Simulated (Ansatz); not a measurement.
# C2H8OSi···HCl: what the fields show

```csv
atom,x (Å),y (Å),z (Å)
Si,-0.7808,0.8906,0.2052
Cl,3.1970,0.2519,0.1525
O,-1.1927,-0.5112,0.9672
C,-0.3131,-1.6114,1.0783
H,-1.9146,1.8210,0.4198
H,0.4400,1.4714,0.8726
H,2.1258,0.8929,0.5281
C,-0.3891,0.6657,-1.6046
H,-0.0324,-2.0090,0.0969
H,-0.8232,-2.3979,1.6356
H,0.6024,-1.3433,1.6176
H,-1.2327,0.2226,-2.1393
H,-0.1700,1.6305,-2.0714
H,0.4833,0.0261,-1.7586
```

Theory: RKS PBE0-D4/def2-mTZVP in Ansatz 0.2.0.

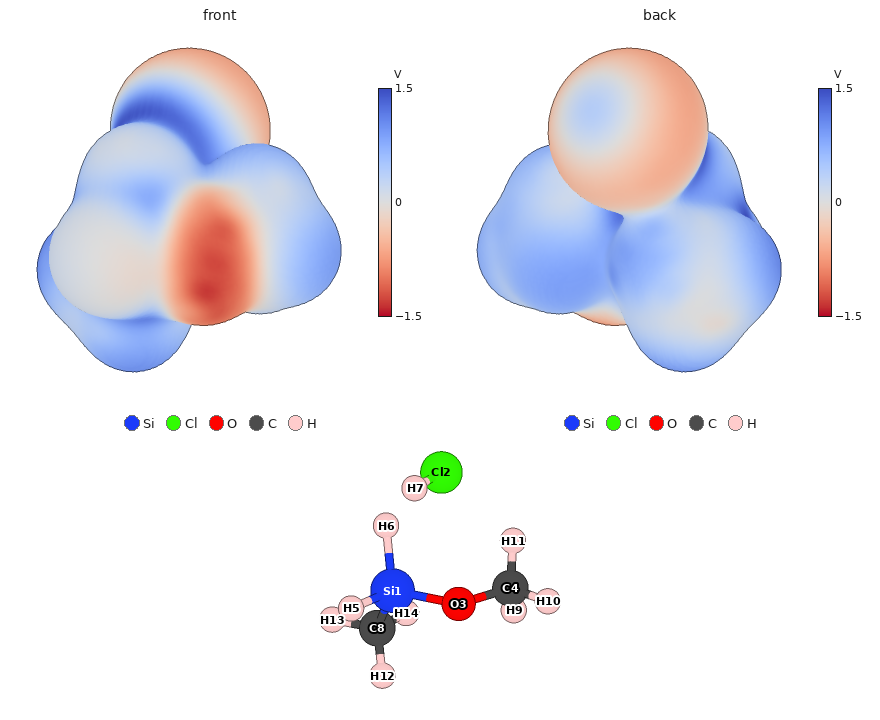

Figure 1. The electrostatic potential painted on the density surface at 0.002 e/bohr³, seen from the front and from behind; the colour scale runs from red (negative) to blue (positive). The bare structure is drawn below in the same view.

Which sites attract a positive test charge, and which a negative one?

Answer. A positive charge is drawn to the negative regions and a negative charge to the positive ones. The most negative region (about −1.2 V) lies over O3, the most positive (about +1.4 V) over Si1 and H7. Cl2 shows a σ-hole: about +0.4 V at the tip opposite its bond, against about −0.5 V on its flanks. O3 is the likeliest acceptor of a hydrogen bond.

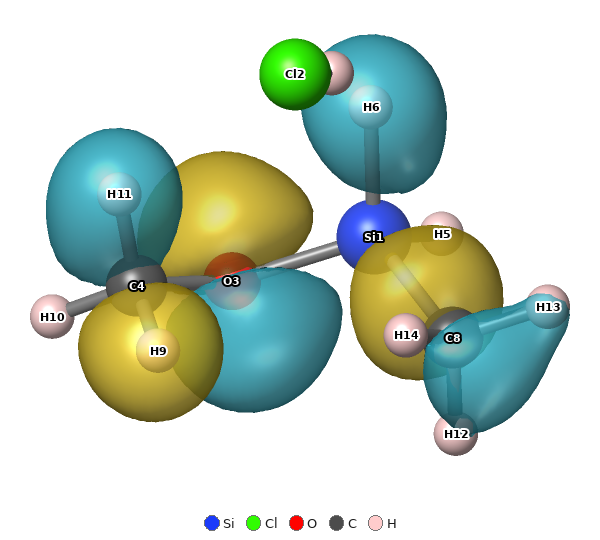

Figure 2. The HOMO at ±0.1 Å⁻³ᐟ² (yellow and cyan are the two phases), seen at an oblique angle.

Where does this orbital lie, and at what energy?

Answer. By Hirshfeld shares it lies mainly on O3 (about 50 %), Si1 (about 10 %), C8 (about 10 %), C4 (about 10 %) and H6 (about 5 %). Its energy is −8.22 eV.

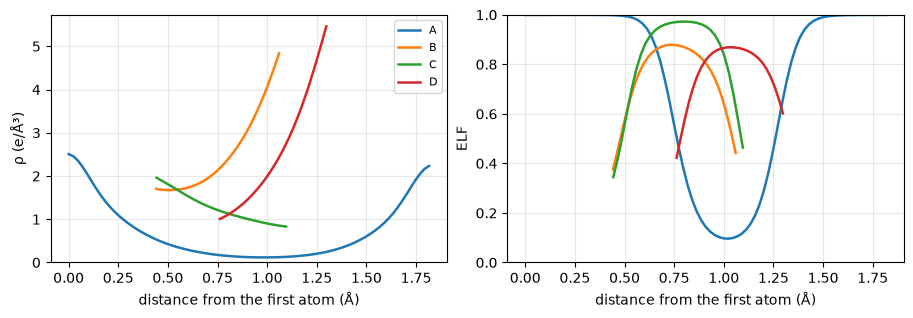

Figure 3. Total electron density and ELF along straight lines between neighbouring atoms. The curves leave out the atomic cores.

Which curve belongs to which contact (C–O, C–Si, H–H and Si–O)? The first atom named is at distance zero.

Answer. Curve A: H6···H7 (1.82 Å): the density falls to about 0.12 e/Å³ on the way; the ELF dips to about 0.10 between them. Curve B: C–O (1.41 Å): the density is about 2 e/Å³ at the midpoint, with its minimum of 1.7 e/Å³ about 0.5 Å from C; the ELF peaks at about 0.90 between the atoms (a polar covalent bond). Curve C: C–Si (1.87 Å): ρ at the midpoint is about 0.97 e/Å³; the ELF peaks at about 1 between the atoms (localised, covalent bonding). Curve D: Si–O (1.65 Å): the density is about 1.2 e/Å³ at the midpoint; the ELF peaks at about 0.85 between the atoms (a shared but strongly polarised pair).
